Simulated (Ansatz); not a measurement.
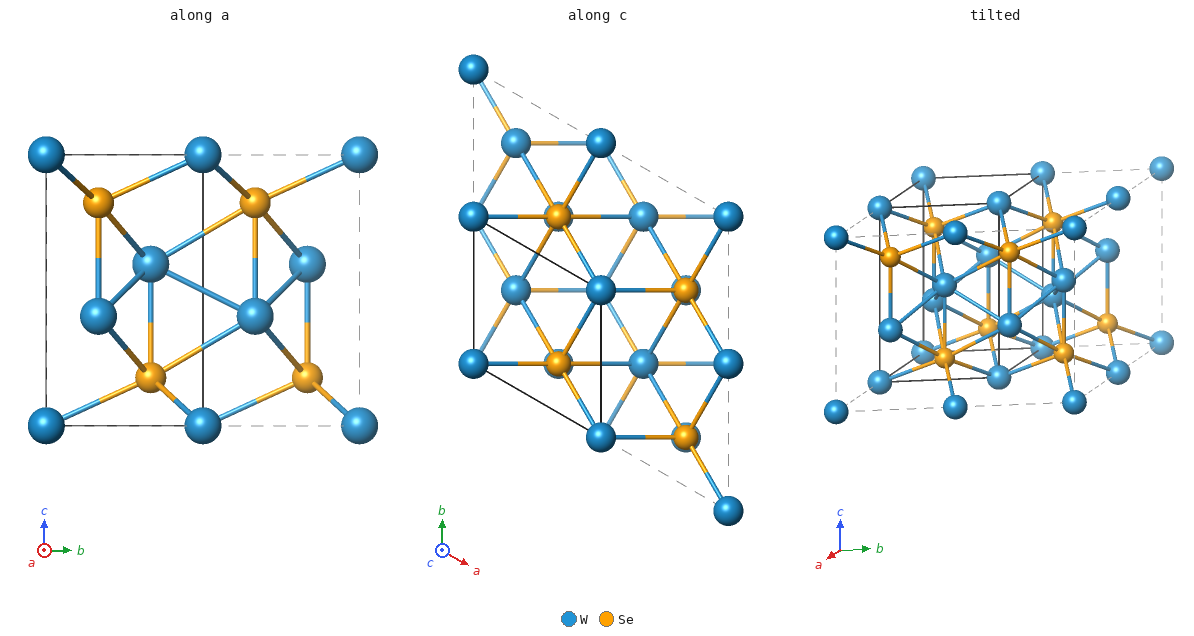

Ball-and-stick representation of a periodic structure, projected along the a axis, along the c axis and slightly off an axis. The solid frame is a single conventional unit cell within a 2×2×1 block. Cell: a = 4.099 Å, b = 4.099 Å, c = 6.143 Å, α = 90.00°, β = 90.00°, γ = 120.00°.

The formula is W$_{3}$Se$_{2}$. The space group is P-3m1 (No. 164); the lattice is primitive hexagonal. Cell content: 3 W, 2 Se, that is 1 formula unit. Se bonds to seven W at about 2.6 to 2.7 Å. W takes two kinds of site: 1a with six Se in a distorted octahedral arrangement at about 2.6 Å; 2d with four Se and three W (about 2.6 to 2.7 Å to Se, 2.6 Å to W). Not all metal-metal contacts are counted. The bonds build a three-dimensional framework.

The starting point was a textbook structure type filled with these elements (whether it is the usual form wasn't checked). It is drawn as it came out of a relaxation with DFT PBE, scalar-relativistic, plane waves, PAW in Ansatz 0.2.0.
